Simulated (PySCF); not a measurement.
## CH7ClO3Si2: NMR shielding calculation

System: CH7ClO3Si2.
Method: GIAO PBE0/pcSseg-1 NMR shielding, non-relativistic, gas phase (PySCF 2.14.0).

The geometry comes from this level: GFN2-xTB. Figures and captions count atoms from 1; the log counts them from 0 in places.

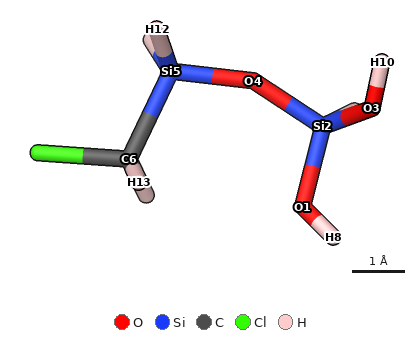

Fig. 1: The input geometry (stick view, seen at a tilt; atoms are numbered from 1 in the order of the input).

### Results in brief

```json
{"quantity": "outcome", "value": "converged"}
{"quantity": "total energy", "value": "−1306.608205 hartree"}
{"quantity": "HOMO", "value": "−7.95 eV"}
{"quantity": "LUMO", "value": "0.30 eV"}
{"quantity": "dipole moment", "value": "3.13 D"}
{"quantity": "isotropic shielding, O", "value": "259.7 to 288.1 ppm"}
{"quantity": "isotropic shielding, Si", "value": "382.5 to 413.3 ppm"}
{"quantity": "isotropic shielding, C", "value": "155.6 ppm"}
{"quantity": "isotropic shielding, Cl", "value": "975.3 ppm"}
{"quantity": "isotropic shielding, H", "value": "26.7 to 29.6 ppm"}
{"quantity": "hardware", "value": "1 CPU thread, shared host"}
{"quantity": "wall time", "value": "32 s"}
{"quantity": "peak memory", "value": "0.79 GiB"}
```

### Input file
```
{"job": {"kind": "nmr", "xc": "PBE0", "basis": "pcSseg-1"}, "charge": 0, "multiplicity": 1}
O     -1.432753     0.273204    -1.507735
Si    -1.501109    -0.887260    -0.385562
O     -2.812602    -0.590707     0.523942
O     -0.158214    -0.822880     0.521765
Si     1.306404    -0.251274     0.892922
C      1.714811     1.210938    -0.264808
Cl     3.404166     1.737898    -0.045593
H     -2.238739     0.694135    -1.793902
H     -1.515110    -2.213813    -0.972961
H     -2.935571    -1.041326     1.353739
H      2.245884    -1.346860     0.674345
H      1.224118     0.208279     2.278413
H      1.094501     2.084022    -0.071880
H      1.603536     0.945171    -1.314458
```

The first line tells a small driver script what to run in PySCF; the rest is the geometry in Å.

Run as:
```bash
OMP_NUM_THREADS=1 python <driver script> task.json out
```

### What the program printed
```
coarse grid: 13560 points
cycle   1  E = -1306.3101060018  dE =  8.969e-01  |g| = 1.158e+00  |ddm| = 3.467e+00
cycle   2  E = -1306.0535503199  dE =  2.566e-01  |g| = 1.659e+00  |ddm| = 1.888e+00
cycle   3  E = -1306.5376278563  dE = -4.841e-01  |g| = 1.012e-01  |ddm| = 1.269e+00
cycle   4  E = -1306.5390656029  dE = -1.438e-03  |g| = 6.060e-02  |ddm| = 1.195e-01
cycle   5  E = -1306.5396848975  dE = -6.193e-04  |g| = 1.353e-02  |ddm| = 4.456e-02
cycle   6  E = -1306.5397167796  dE = -3.188e-05  |g| = 2.377e-03  |ddm| = 1.183e-02
cycle   7  E = -1306.5397178139  dE = -1.034e-06  |g| = 3.977e-04  |ddm| = 2.612e-03
final grid: 118040 points
cycle   8  E = -1306.6081891225  dE = -2.340e-05  |g| = 9.774e-03  |ddm| = 1.665e-02
cycle   9  E = -1306.6081724451  dE =  1.668e-05  |g| = 1.356e-02  |ddm| = 1.424e-02
cycle  10  E = -1306.6082053224  dE = -3.288e-05  |g| = 9.255e-04  |ddm| = 8.764e-03
cycle  11  E = -1306.6082054410  dE = -1.186e-07  |g| = 3.457e-04  |ddm| = 8.571e-04
cycle  12  E = -1306.6082054606  dE = -1.965e-08  |g| = 6.585e-05  |ddm| = 2.301e-04
cycle  13  E = -1306.6082054614  dE = -7.722e-10  |g| = 1.462e-05  |ddm| = 7.153e-05
```

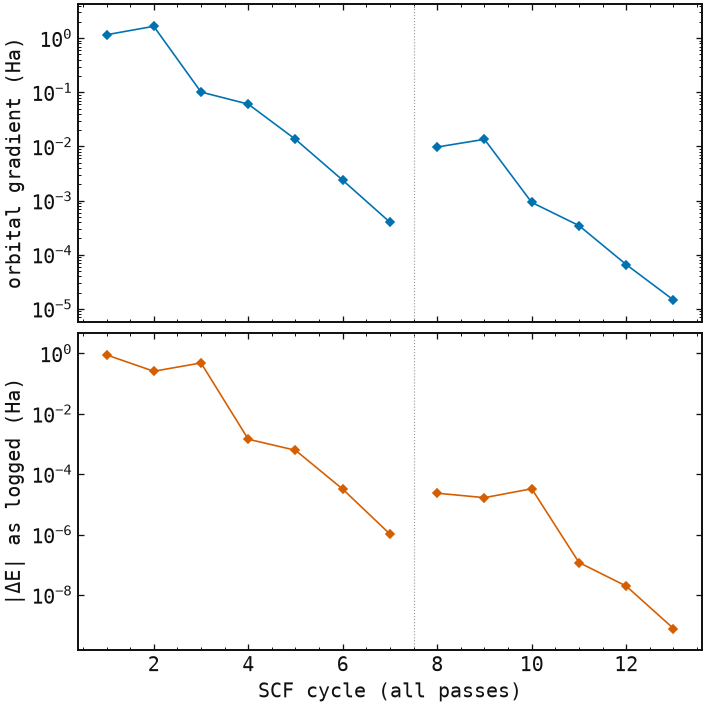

Fig. 2: Convergence of the self-consistent field: orbital gradient and size of the energy change against the SCF cycle. The dotted line marks the change from a coarse to the final integration grid. The first 7 cycles use a coarse grid, the final grid takes over at cycle 8, and the field converges after 13 cycles in all.

```
converged SCF energy = -1306.6082054614

GIAO shielding tensors (ppm)
atom      isotropic    diamagn.    paramagn.     s11        s22        s33       span
  0 O      288.108     390.688    -102.581    263.144    271.816    329.363     66.219
  1 Si     413.260     881.091    -467.831    402.877    408.617    428.286     25.408
  2 O      276.020     388.578    -112.558    247.876    263.202    316.982     69.106
  3 O      259.724     401.433    -141.709    229.090    266.033    284.049     54.959
  4 Si     382.461     879.937    -497.477    361.251    370.149    415.982     54.731
  5 C      155.599     253.521     -97.922    131.272    140.455    195.071     63.798
  6 Cl     975.334    1144.074    -168.740    870.531    938.277   1117.195    246.664
  7 H       29.606      30.769      -1.163     21.408     23.727     43.682     22.274
  8 H       27.157      29.333      -2.177     23.422     24.465     33.582     10.160
  9 H       29.543      31.327      -1.785     21.729     23.951     42.947     21.218
 10 H       26.761      28.935      -2.174     22.803     26.152     31.329      8.525
 11 H       26.727      29.346      -2.619     22.763     25.931     31.488      8.725
 12 H       28.418      31.599      -3.181     22.047     28.335     34.874     12.827
 13 H       28.402      31.575      -3.173     21.717     28.021     35.469     13.752
```

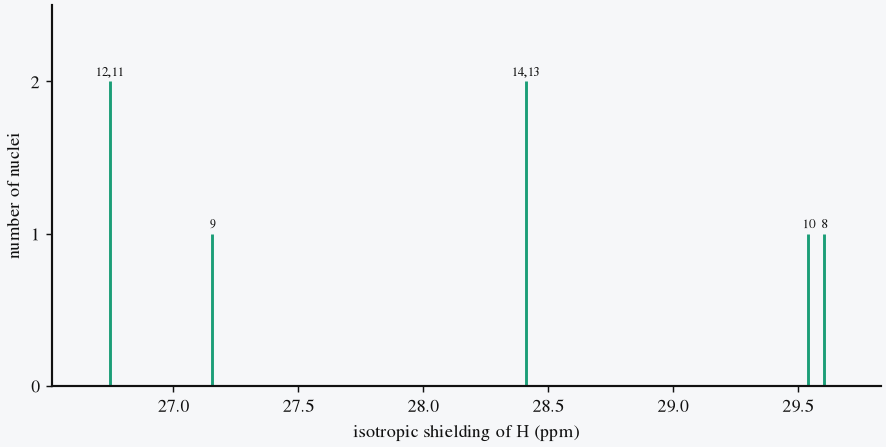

Fig. 3: Isotropic shieldings of the hydrogen nuclei in this fixed geometry, labelled by atom number; shielding grows to the right, so chemical shift grows to the left. The least shielded is H12 (26.7 ppm), the most shielded H8 (29.6 ppm).

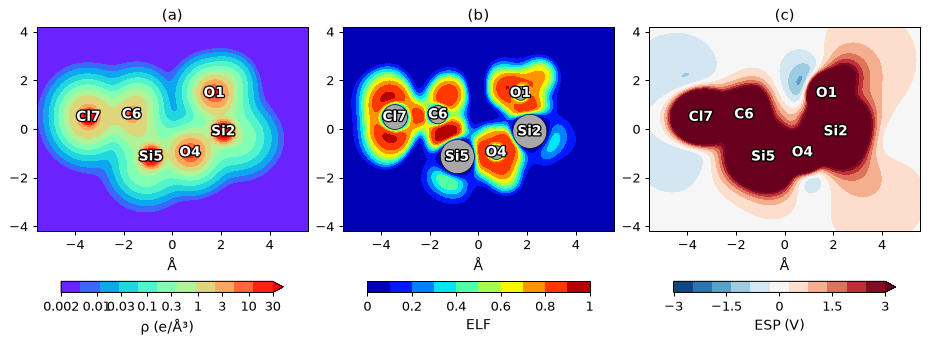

Fig. 4: (a) total electron density; (b) ELF; (c) electrostatic potential on the plane of atoms Si2, O4 and Si5. Grey discs, where drawn, cover atomic cores.

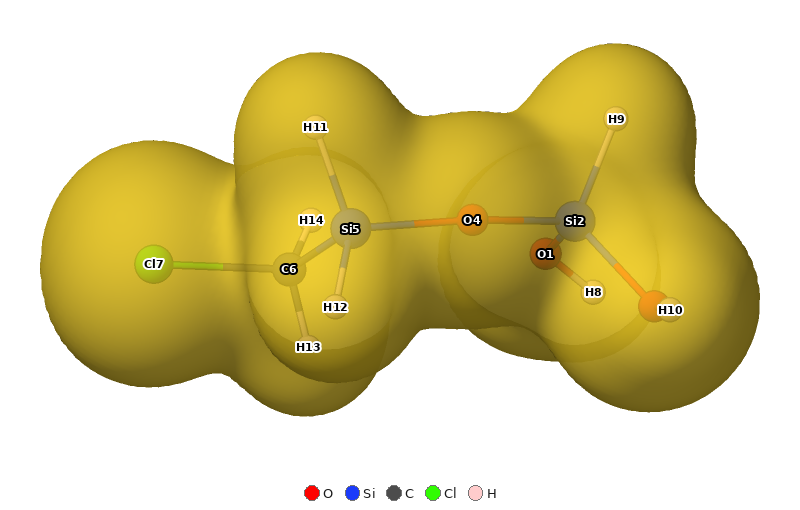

Fig. 5: Isosurface of the total electron density at 0.05 e/Å³ (yellow), seen from the side. At this value the surface is in one piece. On the grid the lowest density along these lines, outside the cores, is 0.98 e/Å³ (Si–O, 1.62 Å), 1.2 e/Å³ (C–Cl, 1.78 Å), 0.77 e/Å³ (C–Si, 1.91 Å) and 2.5 e/Å³ (O–H, 0.95 Å).
